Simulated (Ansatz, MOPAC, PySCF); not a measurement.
Potential energy curve for BeH (cation, charge +1), singlet.

UKS-B3LYP/6-31G* = unrestricted B3LYP/6-31G*, spherical d (PySCF); RKS-BLYP = restricted BLYP/cc-pVTZ in Ansatz (an electronic-structure program); FCI = full CI/cc-pVTZ, frozen core in Ansatz; PM6, restricted, heats of formation (MOPAC); UCCSD = CCSD on UHF/cc-pVTZ, frozen core (Ansatz).

Energies are in eV, each relative to the lowest point of its own curve near equilibrium.

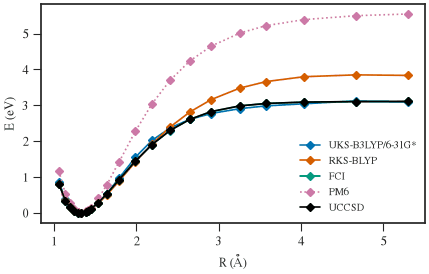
Fig. 1. Energy against bond length for each method.

```csv
R / Å,UKS-B3LYP/6-31G*,RKS-BLYP,FCI,PM6,UCCSD
1.06,0.872,0.814,0.807,1.167,0.807
1.14,0.373,0.346,0.336,0.524,0.336
1.19,0.183,0.169,0.160,0.268,0.160
1.24,0.067,0.062,0.055,0.104,0.055
1.29,0.010,0.009,0.006,0.019,0.006
1.33,0.000,0.000,0.000,0.000,0.000
1.39,0.032,0.030,0.036,0.040,0.036
1.41,0.053,0.049,0.057,0.069,0.057
1.45,0.108,0.100,0.113,0.146,0.113
1.54,0.283,0.261,0.284,0.401,0.284
1.64,0.534,0.490,0.522,0.772,0.522
1.79,0.963,0.881,0.920,1.414,0.921
1.99,1.551,1.419,1.443,2.278,1.445
2.19,2.017,1.917,1.899,3.033,1.900
2.41,2.366,2.390,2.294,3.694,2.295
2.65,2.606,2.810,2.604,4.232,2.605
2.91,2.769,3.157,2.823,4.648,2.823
3.26,2.906,3.479,2.982,5.014,2.983
3.58,2.982,3.661,3.049,5.220,3.050
4.04,3.041,3.796,3.087,5.389,3.088
4.67,3.120,3.847,3.102,5.497,3.102
5.30,3.085,3.832,3.107,5.545,3.106
```

At the longest distance, 5.30 Å, PM6 lies highest above its minimum (5.545 eV) and UKS-B3LYP/6-31G* lowest (3.085 eV).

The unrestricted determinant behind UKS-B3LYP/6-31G* is spin-contaminated at 1.99 to 5.30 Å (<S²> up to 0.9, against 0.00 for a pure singlet). The restricted form behind RKS-BLYP, PM6 keeps the bonding electrons paired and can't separate into open-shell fragments. The unrestricted determinant behind UCCSD is spin-contaminated at 1.79 to 5.30 Å (<S²> up to 1.0, against 0.00 for a pure singlet). With two correlated electrons CCSD is exact in the basis where it finds the lowest root (UCCSD).
